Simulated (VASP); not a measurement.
Band structure of YN (rock salt). All values below come from revPBE GGA, VASP's PBE PAW potentials (set 64) (plane waves; VASP).

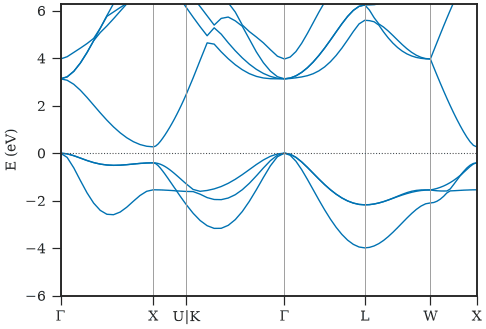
Figure. Bands along high-symmetry lines, zero at the valence-band maximum or, without a gap, the Fermi level

Task: Read the plot: is there a gap, and where are the band edges?

Result: The gap is indirect, 0.27 eV, from the valence maximum at Γ to the conduction minimum at X. (Edges off the drawn lines would not show.)

The compound is YN in the rock salt structure. It was relaxed first.
